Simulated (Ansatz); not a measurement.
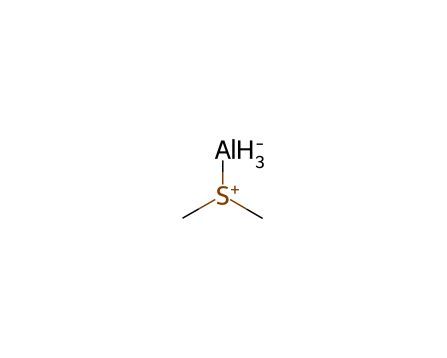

A structural formula.

Give its SMILES.

C[S+](C)[AlH3-]

What is the molecular formula?

C2H9AlS.

An optimisation with PBE0-D4/def2-TZVP gave a structure of which point group?

Cs.

More results for the same structure follow; atom numbers are the same in all pictures, views and colours differ. The geometry was computed by an optimisation with PBE0-D4/def2-TZVP.

### Geometry

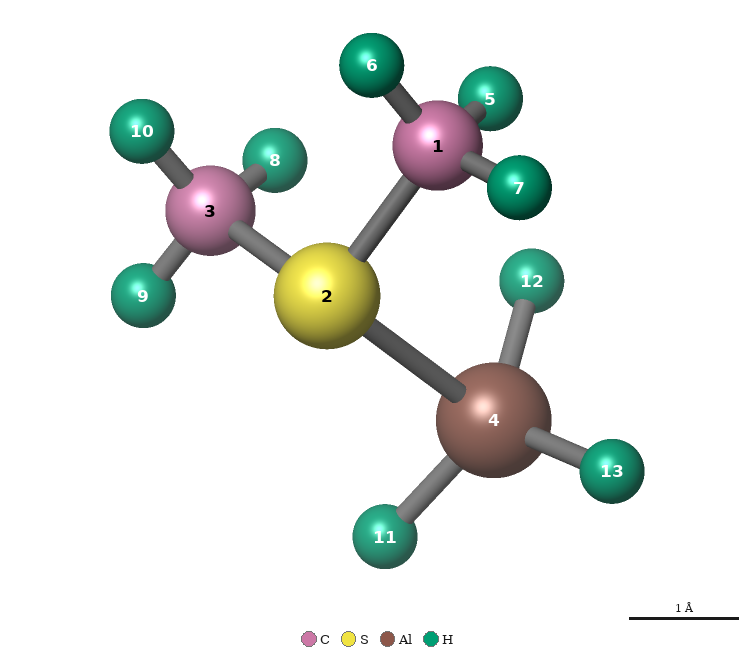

Numbered structure.

What is the geometry at S2?

S2 has 3 neighbours (C1 at 1.80, C3 at 1.80, Al4 at 2.44 Å); the arrangement is trigonal pyramidal.

What is the geometry at C1?

C1 has 4 neighbours (S2 at 1.80, H5 at 1.09, H6 at 1.09, H7 at 1.09 Å); the arrangement is tetrahedral.

### Dipole moment

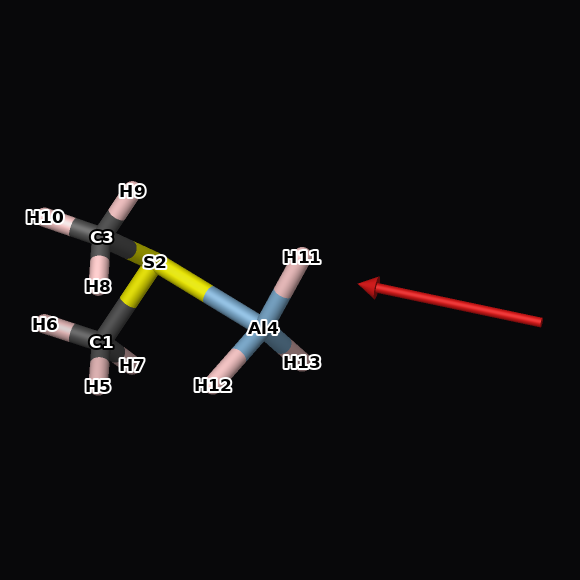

The arrow beside the molecule shows the direction of the dipole moment, from the negative to the positive end (its length means nothing). Level of theory: RKS PBE0-D4/def2-TZVP (Ansatz 0.2.0).

How large is the dipole moment?

4.79 D; it points from the side of H11, H13 to the side of H6, H10 (the outermost atoms at the two ends).

### Charges

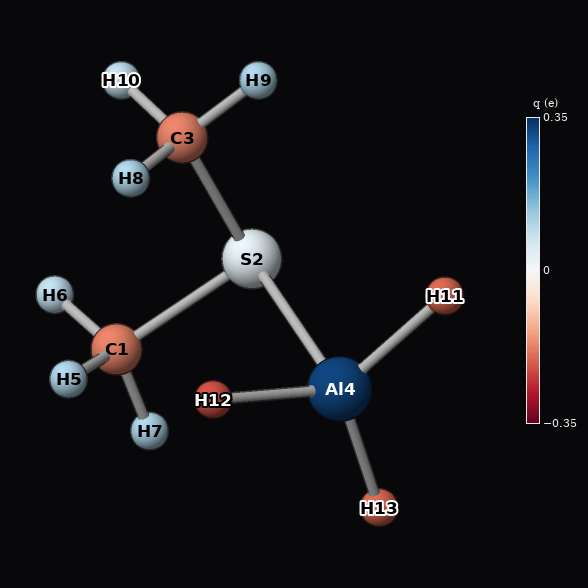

Atoms are coloured by their Mulliken charges. Method: RKS r2SCAN-D4/def2-TZVPP (Ansatz 0.2.0).

List the Mulliken charges.

```
atom  value (e)
  C1      −0.17
  S2       0.04
  C3      −0.17
 Al4       0.32
  H5       0.11
  H6       0.09
  H7       0.11
  H8       0.11
  H9       0.11
 H10       0.09
 H11      −0.20
 H12      −0.22
 H13      −0.20
```

### Thermal motion

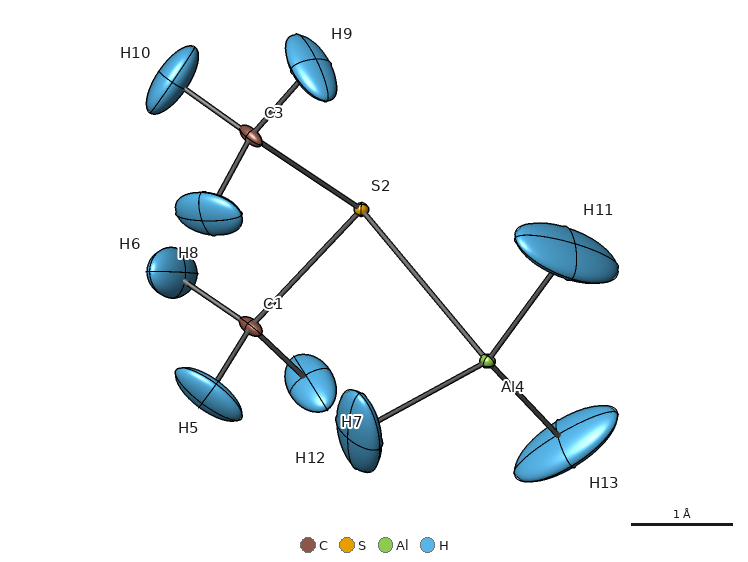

Displacement ellipsoids at the 50 % level, from the internal vibrations of the free molecule (harmonic, no overall translation or rotation; no half-axis is drawn under 0.075 Å). Vibrations computed with RKS PBE0-D4/def2-TZVP (Ansatz 0.2.0). Temperature: 200 K.

Give the displacement parameters, one line for each set of equivalent atoms.

```tsv
atom	U_eq (Å²)	rms amplitudes (Å)
C1, C3	0.0047	0.038, 0.051, 0.101
S2	0.0016	0.029, 0.043, 0.046
Al4	0.0018	0.023, 0.046, 0.053
H5, H8	0.0340	0.084, 0.162, 0.262
H6, H10	0.0346	0.104, 0.164, 0.257
H7, H9	0.0368	0.085, 0.150, 0.284
H11, H13	0.0724	0.101, 0.217, 0.400
H12	0.0579	0.097, 0.204, 0.350
```

Mulliken values depend strongly on the basis set and can even reverse the polarity of a bond.
